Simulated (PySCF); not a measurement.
# C2Cl2F4 (dichlorotetrafluoroethane): levels of theory compared

Aim: a comparison of 6 runs (B2PLYP/6-31G*, B3LYP/6-31G*, M06-L/6-31G*, PBE/6-31G*, PBE0/6-31G*, SCS-MP2/6-31G*) of C2Cl2F4 (dichlorotetrafluoroethane). 

The results are computed with PySCF 2.14.0.

2 further runs of the same task are left out: 2 set aside as unsound or not needed.

## 1. The system as given

C2Cl2F4: 8 atoms, total charge 0, spin state singlet. SMILES: `FC(F)(Cl)C(F)(F)Cl`. The shape is that of a PBE0-D4/def2-TZVP optimisation. This is one conformer, not always the lowest.

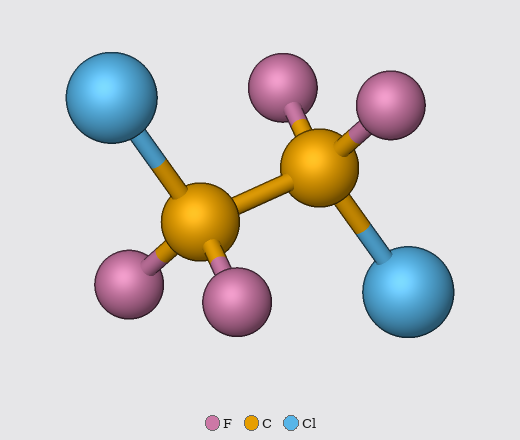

The structure, seen from a chosen angle (fluorine pink, carbon amber, chlorine blue).

## 2. The energy at B2PLYP/6-31G(d) (spherical functions) (run 1)

The input, input.py:

```python
# dichlorotetrafluoroethane
from pyscf import gto, dft, mp

molecule = gto.Mole()
molecule.atom = '''
F        0.267760      -1.567040      -0.724840
C       -0.250750      -0.345590      -0.649700
F        0.153990       0.355720      -1.703640
Cl      -2.005130      -0.446830      -0.644660
C        0.250750       0.345580       0.649700
F       -0.154030      -0.355670       1.703660
F       -0.267710       1.567060       0.724780
Cl       2.005130       0.446760       0.644700
'''
molecule.charge = 0
molecule.max_memory = 1860
molecule.verbose = 4
molecule.basis = '6-31g*'
molecule.build()

calc0 = dft.RKS(molecule, xc='0.53*HF + 0.47*B88, 0.73*LYP')
calc0.grids.level = 5
calc0.conv_tol = 1e-10
calc0.kernel()
if not calc0.converged:
    calc0 = calc0.newton().run(calc0.mo_coeff, calc0.mo_occ)

pt = mp.MP2(calc0, frozen=16).run()
e_final = calc0.e_tot + 0.27 * pt.e_corr
print('PT2 part  %.8f' % (0.27 * pt.e_corr))
print('E(%s) = %.9f' % ('B2PLYP', e_final))
```

The run is started by

```console
OMP_NUM_THREADS=1 python input.py
```

Output:

```text
PySCF version 2.14.0

[... 78 lines left out ...]
converged SCF energy = -1394.85000866536
[... 1 line left out ...]
******** <class 'pyscf.mp.mp2.RMP2'> ********
nocc = 25, nmo = 104
frozen orbitals 16
E(RMP2) = -1396.29333606881  E_corr = -1.44332740344471
E(SCS-RMP2) = -1396.22871327441  E_corr = -1.37870460904498
E_corr(same-spin) = -0.407640317410009
E_corr(oppo-spin) = -1.0356870860347
PT2 part  -0.38969840
E(B2PLYP) = -1395.239707064
```

Run time: 29 s. Hardware: 1 thread of Intel Xeon at 2.70GHz, shared host; peak memory 0.7 GiB.

## 3. A single-point energy at B3LYP/6-31G(d) (spherical functions) (run 2)

The input, input.py:

```python
from pyscf import gto, dft

molecule = gto.M(
    atom=[
    ('F', (0.267760, -1.567040, -0.724840)),
    ('C', (-0.250750, -0.345590, -0.649700)),
    ('F', (0.153990, 0.355720, -1.703640)),
    ('Cl', (-2.005130, -0.446830, -0.644660)),
    ('C', (0.250750, 0.345580, 0.649700)),
    ('F', (-0.154030, -0.355670, 1.703660)),
    ('F', (-0.267710, 1.567060, 0.724780)),
    ('Cl', (2.005130, 0.446760, 0.644700)),
],
    charge=0,
    verbose=4,
    spin=0,
    basis='6-31g*',
    max_memory=1860,
)

calc0 = dft.RKS(molecule)
calc0.xc = 'b3lyp'
calc0.grids.level = 5
calc0.conv_tol = 1e-10
calc0.kernel()
if not calc0.converged:
    calc0 = calc0.newton().run(calc0.mo_coeff, calc0.mo_occ)

energy = calc0.e_tot
print('Final energy', energy)
```

The run is started by

```console
OMP_NUM_THREADS=1 python input.py
```

Output:

```text
PySCF version 2.14.0

[... 76 lines left out ...]
converged SCF energy = -1395.93133696474
Final energy -1395.9313369647368
```

It took 42 s on 1 thread of Intel Xeon at 2.70GHz, shared host; peak memory 0.7 GiB.

Runs 3 to 5 aren't shown in full; the table further down has their settings and results.

## 4. The energy at SCS-MP2/6-31G(d) (spherical functions) (run 6)

The input, run.py:

```python
# dichlorotetrafluoroethane
from pyscf import gto, mp

system = gto.Mole()
system.atom = [
    ('F', (0.267760, -1.567040, -0.724840)),
    ('C', (-0.250750, -0.345590, -0.649700)),
    ('F', (0.153990, 0.355720, -1.703640)),
    ('Cl', (-2.005130, -0.446830, -0.644660)),
    ('C', (0.250750, 0.345580, 0.649700)),
    ('F', (-0.154030, -0.355670, 1.703660)),
    ('F', (-0.267710, 1.567060, 0.724780)),
    ('Cl', (2.005130, 0.446760, 0.644700)),
]
system.basis = '6-31g*'
system.charge = 0
system.verbose = 3
system.max_memory = 1860
system.build()

myscf = system.RHF()
myscf.conv_tol = 1e-10
myscf.kernel()
if not myscf.converged:
    myscf = myscf.newton().run(myscf.mo_coeff, myscf.mo_occ)

pt = mp.MP2(myscf, frozen=16).run()
etot = myscf.e_tot + 1.2 * pt.e_corr_os + pt.e_corr_ss / 3
print('E(%s) = %.9f' % ('SCS-MP2', etot))
```

The run is started by

```console
OMP_NUM_THREADS=1 python run.py
```

Output:

```text
converged SCF energy = -1392.42337026847
E(RMP2) = -1393.61188709668  E_corr = -1.18851682821655
E(SCS-RMP2) = -1393.56011647345  E_corr = -1.13674620498427
E(SCS-MP2) = -1393.560116473
```

Run time: 5.7 s. Hardware: 1 thread of Intel Xeon at 2.70GHz, shared host; peak memory 0.45 GiB.

## 5. All runs side by side

```csv
run,level,frozen core orbitals,integration grid,energy (Eh),dipole moment (D) of the reference,HOMO energy (eV),LUMO energy (eV),wall time
1,B2PLYP/6-31G* (spherical functions),16,5,-1395.239707,0.00,-10.96,1.15,29 s
2,B3LYP/6-31G* (spherical functions),–,5,-1395.931337,0.00,-9.29,-0.63,42 s
3,M06-L/6-31G* (spherical functions),–,5,-1395.854384,0.00,-8.54,-1.31,62 s
4,PBE/6-31G* (spherical functions),–,5,-1395.079790,0.00,-8.03,-1.40,41 s
5,PBE0/6-31G* (spherical functions),–,5,-1395.160865,0.00,-9.62,-0.41,41 s
6,SCS-MP2/6-31G* (spherical functions),16,–,-1393.560116,0.00,-13.27,3.80,5.7 s
```

## 6. Summary of results

```
                                           quantity           value
                                run 6: total energy  -1393.56012 Eh
        run 6: dipole moment (Hartree–Fock density)          0.00 D
         run 6: HOMO energy (Hartree–Fock orbitals)       -13.27 eV
         run 6: LUMO energy (Hartree–Fock orbitals)         3.80 eV
       run 6: HOMO–LUMO gap (Hartree–Fock orbitals)        17.07 eV
run 6: correlation energy (16 core orbitals frozen)     -1136.7 mEh
```

What this shows: Over runs 1, 2, 3, 4, 5 the HOMO–LUMO gap runs from 6.64 eV (PBE/6-31G*) to 12.11 eV (B2PLYP/6-31G*). A double hybrid's value is that of its SCF part. Totals of different functionals can't be ranked against each other. All runs together took 3.7 min, the longest 62 s.
